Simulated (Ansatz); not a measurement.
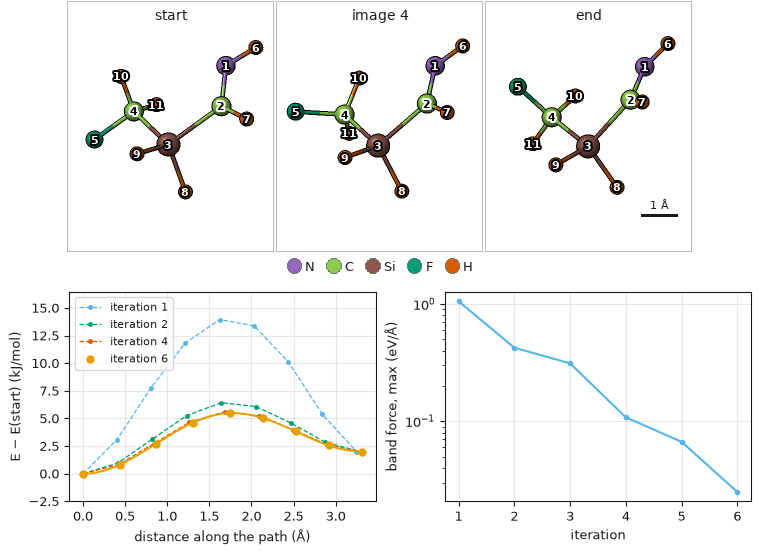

NEB run on C2H6FNSi. Images are numbered from 0 (start) to 8 (end). The plot follows the band through its iterations. A ball-and-stick model, seen at a tilt.

The calculation used RKS PBE-D4/6-31G* in Ansatz 0.2.0. Run with 7 movable images; climbing image; force threshold 0.03 eV/Å; iteration limit 10; starting path by image-dependent pair potential.

### How did the profile develop, and is the result final?

The run is converged, with reservations. The band converged in 6 iterations. The largest component of the band force went from 1.1 to 0.025 eV/Å. The climbing image converged on the top of the path. Its curvatures weren't checked. The iteration limit was low. The first iteration put the highest image at 13.96 kJ/mol. Forward barrier 5.48 kJ/mol, backward barrier 3.47 kJ/mol, with image 4 at the top; the reaction energy is +2.01 kJ/mol.
